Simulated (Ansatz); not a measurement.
**H2Si2 (SMILES [Si]=[SiH2]): density, localisation and related maps**

The calculation's input:

```
basis:
  gaussian:
    orbitals: def2-TZVPD
crystal:
  periodic: [false, false, false]
  atoms:
    - {symbol: Si, position_ang: [-2.585270, 0.705401, -1.007831]}
    - {symbol: Si, position_ang: [-1.369861, 2.160519, -2.124156]}
    - {symbol: H, position_ang: [0.102633, 2.064015, -2.276767]}
    - {symbol: H, position_ang: [-1.926406, 3.351568, -2.811541]}
magnetization:
  spin_polarized: false
output: {forces: true, orbitals: {seedname: orbitals}}
hamiltonian:
  xc: {name: PBE0}
```

Run with:

```sh
ansatz run input.yaml --threads 1 --pin off --max-ram 2610MiB --events-out events.jsonl --progress --plain --runs-dir runs
```

Geometry: B3LYP-D4/def2-TZVP.

These are results of isolated molecule in a Gaussian basis; Kohn-Sham density functional theory, functional PBE0 (Ansatz 0.2.0), not measurements.

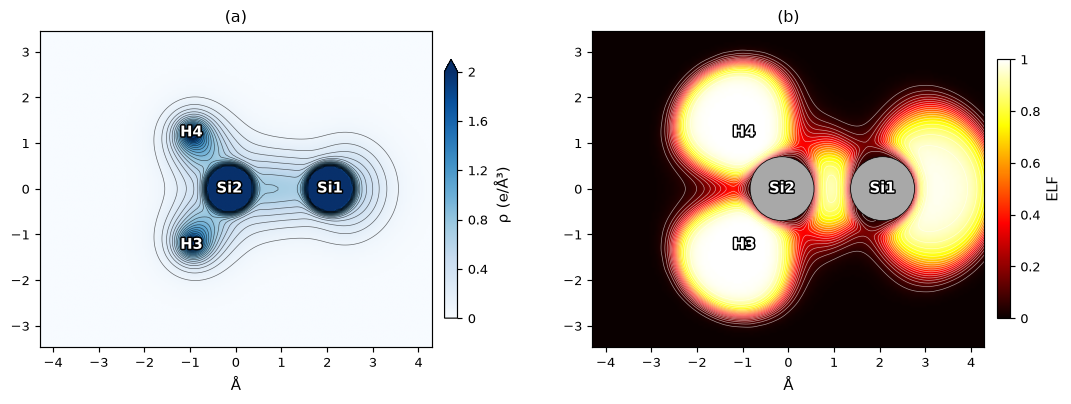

Figure 1. (a) total electron density; (b) electron localisation function on the molecular plane. Grey discs cover the atomic cores in the ELF map.

What do the fields say about this system?

Answer. The section cuts through Si and H sites.
Si–Si (2.20 Å): the density is about 0.7 e/Å³ at the midpoint; the ELF peaks at about 0.90 between the atoms; localised, covalent bonding.
Si–H (1.48 Å): the density is about 0.79 e/Å³ at the midpoint; the ELF climbs to about 1 towards the hydrogen, as it does in any bond to H.
The ELF also peaks beside Si1, away from the bonds: lone-pair regions.

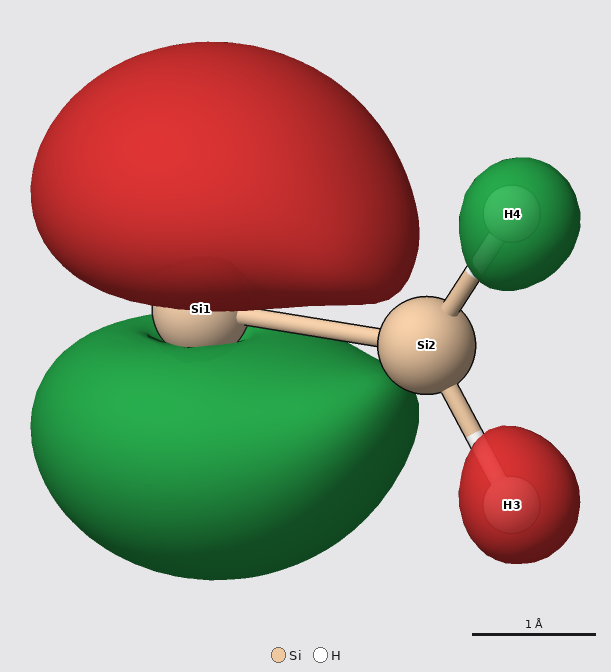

Figure 2. The LUMO at ±0.1 Å⁻³ᐟ² (green and red are the two phases), seen at a tilt.

Where does this orbital lie, and at what energy?

Answer. It lies mainly on Si1 (about 80 %) and Si2 (about 15 %); it is symmetric in the molecular plane (an in-plane orbital: σ, lone-pair or in-plane π type). Its energy is −3.54 eV.

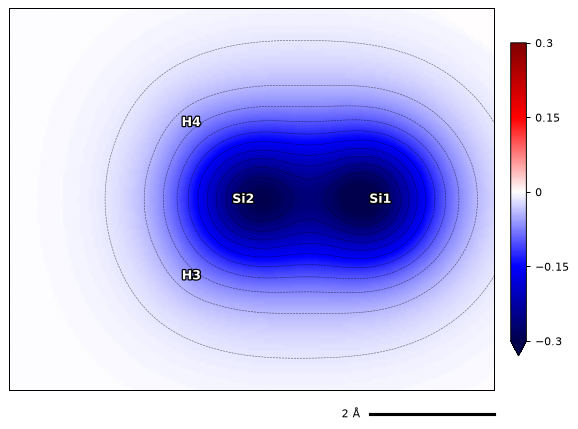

Figure 3. One frontier orbital on a plane 0.8 Å above the molecular plane (values in Å⁻³ᐟ²; the overall sign is arbitrary).

Which orbital is it: HOMO or LUMO?

Answer. The HOMO, at −5.89 eV. By Hirshfeld shares it lies mainly on Si1 (about 50 %) and Si2 (about 45 %); it changes sign across the molecular plane (π type); π-bonding across Si1–Si2.
